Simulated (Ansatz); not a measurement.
# SiO2 (P6_322): how G0W0 depends on its starting point, part 2 of 2

One-shot GW is not self-consistent; how far does the start matter for SiO2 (P6_322)?

Ansatz 0.2.0; G0W0 on several functionals, plane waves, PAW. Known limits of the many-body steps: not at the basis limit.

So far. Step 2 (G0W0 on LDA): The gap on the mesh goes from 5.41 eV to 8.38 eV, a correction of +2.96 eV. Between the two edge states, bare exchange in place of the xc potential would open the gap by 10.08 eV, and correlation takes back 7.12 eV. Step 3 (G0W0 on HSE06): Against the run with 6×6×2 mesh, 432 empty bands, screening to 100 eV, PAW set soft_1 files on LDA, the gap moves by +0.73 eV, while the start moved by +1.93 eV.

In doubt: masses and optical values from hybrid runs of this build are listed as unsure (steps 3, 4, 5), which bears on the screening that GW takes from such a start.

### 4. G0W0 on PBE0

This step: G0W0 on PBE0, plane waves, PAW; PAW set soft_1.

File input.yaml:

```yaml
crystal:
  lattice:
    - [5.0690738885, 0.0, 0.0]
    - [-2.5345369442, 4.3899467611, 0.0]
    - [0.0, 0.0, 8.55848854]
  atoms:
    - { symbol: Si, position: [0.66666667, 0.33333333, 0.9371258] }
    - { symbol: Si, position: [0.66666667, 0.33333333, 0.5628742] }
    - { symbol: Si, position: [0.33333333, 0.66666667, 0.0628742] }
    - { symbol: Si, position: [0.33333333, 0.66666667, 0.4371258] }
    - { symbol: O, position: [0.0, 0.42125874, 0.0] }
    - { symbol: O, position: [0.42125874, 0.42125874, 0.5] }
    - { symbol: O, position: [0.57874126, 0.0, 0.5] }
    - { symbol: O, position: [0.57874126, 0.57874126, 0.0] }
    - { symbol: O, position: [0.0, 0.57874126, 0.5] }
    - { symbol: O, position: [0.66666667, 0.33333333, 0.75] }
    - { symbol: O, position: [0.33333333, 0.66666667, 0.25] }
    - { symbol: O, position: [0.42125874, 0.0, 0.0] }
kpoints:
  mp_grid: { grid: [6, 6, 2] }
hamiltonian:
  xc: pbe0
  pseudopotentials: { kind: paw, azcp: { folder: soft_1 } }
scf:
  occupations: { method: fixed }
gw:
  n_empty_bands: 432
  ecut_chi: 100
  qp_bands: [v4, c4]
  qp_kpoints: band_edges
  screening: { model: contour_deformation }
```

Command:

```console
> ansatz run input.yaml --threads 2 --pin off --max-ram 92160MiB --backend cuda --events-out ev --progress --plain --runs-dir out --devices 1 --max-vram 13GiB
```

Numbers of over 12 decimals in the logs are rounded to 6 here.

Output:

```text
GPUs: using 1 of 1 available (devices: 1).
[...]
GPU FFT provider: cuFFT
GPU libraries: cuBLAS 13.8.2, cuFFT 12.4.0, cuSOLVER 12.3.4
Crystal: 12 atoms, lattice volume = 190.452 Å³
Basis set: ecut = 420 eV, 3755 PW (Γ)
Bands: 44, of which v1, the nominal top of the filled ones, is band 32 counted from 1 (31 counted from 0)
Symmetry: 12 space group operations
[...]
k-points: 14 of 72
[...]
0    35      9.6244    -3.9288    -2.2448    -6.6624  0.9096    10.1139    10.1130  root
     0    36     10.4845    -5.6840    -3.2258    -9.9231  0.8955    11.5017    11.4978  root
[...]
13    33     10.1959    -3.4859    -2.2925    -6.2507  0.9106    10.6689    10.6681  root
    13    34     10.1959    -3.4859    -2.2925    -6.2507  0.9106    10.6689    10.6681  root
    13    35     10.3006    -7.9363    -3.2110   -12.3387  0.8881    11.4976    11.4921  root
    13    36     10.3006    -7.9363    -3.2110   -12.3387  0.8881    11.4976    11.4921  root
[key lines of the parts left out:]
Free energy (F): -7099.178302 eV
Fermi energy:    -1.149162 eV
```

It took 92 s on 1 × NVIDIA H100 80GB HBM3 (shared by 6 runs) with 2 threads of AMD EPYC 7R13 (Zen 3), shared host; peak memory 2.5 GiB.

Numbers from this step:

| Property | Result |
| --- | --- |
| bands summed | 464 |
| RPA ε∞ on this mesh (eigenvalues) | 1.835, 1.835, 1.842 |
| plane waves in the screening matrix | 403 |
| G0W0 gap on the mesh | 9.303 eV |
| k of the valence top | 0, -0.5, 0 |
| k of the conduction bottom | 0, 0, 0 |
| starting gap on the mesh | 8.114 eV |
| least direct G0W0 gap on the computed points | 9.325 eV |

Against the run with 6×6×2 mesh, 432 empty bands, screening to 100 eV, PAW set soft_1 files on HSE06, the gap moves by +0.20 eV, while the start moved by +0.77 eV.

### 5. G0W0 on Hartree-Fock

This step: G0W0 on Hartree-Fock, plane waves, PAW; PAW set soft_1.

input.yaml: that of step 4 with these lines changed.

```diff
@@ -21,3 +21,3 @@
 hamiltonian:
-  xc: pbe0
+  xc: hf
   pseudopotentials: { kind: paw, azcp: { folder: soft_1 } }
```

Output:

```text
GPUs: using 1 of 1 available (devices: 1).
[...]
GPU FFT provider: cuFFT
GPU libraries: cuBLAS 13.8.2, cuFFT 12.4.0, cuSOLVER 12.3.4
Crystal: 12 atoms, lattice volume = 190.452 Å³
Basis set: ecut = 420 eV, 3755 PW (Γ)
Bands: 44, of which v1, the nominal top of the filled ones, is band 32 counted from 1 (31 counted from 0)
Symmetry: 12 space group operations
[...]
k-points: 14 of 72
[...]
0    35     13.3634    -4.7066    -2.0303    -4.7070  0.9445    11.3386    11.3335  root
     0    36     14.4125    -3.3615    -2.0609    -3.3635  0.9462    12.3588    12.3536  root
[...]
13    33     12.8466    -2.3014    -1.5941    -2.3021  0.9534    11.2562    11.2533  root
    13    34     12.8466    -2.3014    -1.5941    -2.3021  0.9534    11.2562    11.2533  root
    13    35     13.4971    -3.0552    -1.7416    -3.0567  0.9491    11.7607    11.7571  root
    13    36     13.4971    -3.0552    -1.7416    -3.0567  0.9491    11.7607    11.7571  root
[key lines of the parts left out:]
Free energy (F): -6990.403551 eV
Fermi energy:    -5.271491 eV
```

It took 1.7 min on 1 × NVIDIA H100 80GB HBM3 (shared by 6 runs) with 2 threads; peak memory 2.6 GiB.

This step gave:

| Item | Value |
| --- | --- |
| bands summed | 464 |
| RPA ε∞ on this mesh (eigenvalues) | 1.503, 1.503, 1.504 |
| plane waves in the screening matrix | 403 |
| G0W0 gap on the mesh | 10.99 eV |
| k of the valence top | 0, -0.5, 0 |
| k of the conduction bottom | 0, 0, 0 |
| starting gap on the mesh | 15.22 eV |
| least direct G0W0 gap on the computed points | 11.01 eV |

Against the run with 6×6×2 mesh, 432 empty bands, screening to 100 eV, PAW set soft_1 files on PBE0, the gap moves by +1.69 eV, while the start moved by +7.11 eV.

### 6. The starts together

All on the 6×6×2 mesh with 432 empty bands and screening to 100 eV. Times are wall times on 1 × NVIDIA H100 80GB HBM3 (shared by 6 runs) with 2 threads of AMD EPYC 7R13 (Zen 3), shared host, good to a factor of about two.

| start | starting gap (eV) | shift (eV) | G0W0 gap (eV) | RPA ε∞ (harmonic mean) | Z (valence, conduction) | time |
| --- | --- | --- | --- | --- | --- | --- |
| LDA | 5.41 | +2.96 | 8.38 | 2.11 | 0.81, 0.88 | 60 s |
| HSE06 | 7.35 | +1.76 | 9.10 | 1.88 | 0.84, 0.90 | 90 s |
| PBE0 | 8.11 | +1.19 | 9.30 | 1.84 | 0.85, 0.91 | 92 s |
| Hartree-Fock | 15.22 | −4.23 | 10.99 | 1.50 | 0.91, 0.95 | 1.7 min |

The parts of the quasiparticle energy at the two band edges (eV; QP = start + Σx + Σc − Vxc):

| run | edge | start | Σx | Σc | Vxc | Z | QP |
| --- | --- | --- | --- | --- | --- | --- | --- |
| LDA | valence top | 0.25 | -26.90 | 4.17 | -21.16 | 0.81 | -1.32 |
| LDA | conduction bottom | 5.66 | -5.61 | -2.95 | -9.95 | 0.88 | 7.05 |
| HSE06 | valence top | -0.74 | -26.97 | 3.67 | -22.38 | 0.84 | -1.66 |
| HSE06 | conduction bottom | 6.60 | -4.98 | -2.62 | -8.44 | 0.90 | 7.44 |
| PBE0 | valence top | -1.15 | -26.98 | 3.55 | -22.80 | 0.85 | -1.78 |
| PBE0 | conduction bottom | 6.96 | -4.97 | -2.53 | -8.06 | 0.91 | 7.52 |
| Hartree-Fock | valence top | -5.27 | -26.96 | 2.49 | -26.96 | 0.91 | -2.78 |
| Hartree-Fock | conduction bottom | 9.95 | -3.02 | -1.75 | -3.02 | 0.95 | 8.21 |

For a hybrid start, Vxc holds its share of exact exchange.

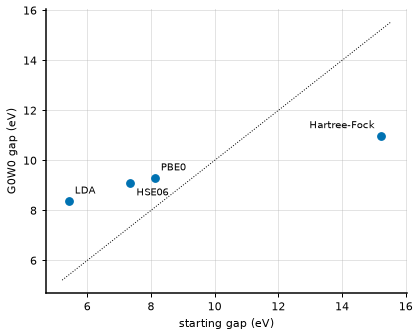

G0W0 gap against starting gap; on the dotted line the correction would vanish.

### 7. Summary of results

| Quantity | Value |
| --- | --- |
| G0W0@LDA | 8.38 eV (start 5.41 eV) |
| G0W0@HSE06 | 9.10 eV (start 7.35 eV) |
| G0W0@PBE0 | 9.30 eV (start 8.11 eV) |
| G0W0@Hartree-Fock | 10.99 eV (start 15.22 eV) |
| known limits | not at the basis limit |

The starting gaps span 9.81 eV and the G0W0 gaps 2.61 eV. Between LDA and Hartree-Fock, 2.61 eV of the 9.81 eV survives, 27 %. Hartree-Fock screens less than LDA (ε∞ 1.50 against 2.11). On Hartree-Fock the correction is negative: that start lies above its own G0W0 value. The smallest correction, +1.19 eV, is on PBE0, the start nearest to reproducing itself. Bands and cutoff are finite, so the gap is not at the basis limit. The miss can reach some tenths of an eV and take either sign; the mesh is an error of its own.

[Paths, hosts, dates, memory and timing lines, banners, echoed tables and standing remarks are left out of the program output.]

[Logs are printed without paths, hosts, clocks, repeated set-up lines and the standing remarks that a program may print on its own settings, such as how far it seeks lower states.]

[Runs of the session that timed out or met a known fault of the program may be left out.]

[Cells called generated may have been cut or substituted from an entry of the Crystallography Open Database or the Materials Project.]

[Hosts, paths, dates, database ids (printed as entryN), source tags and the programs' standing remarks are cut or masked in the printed files.]
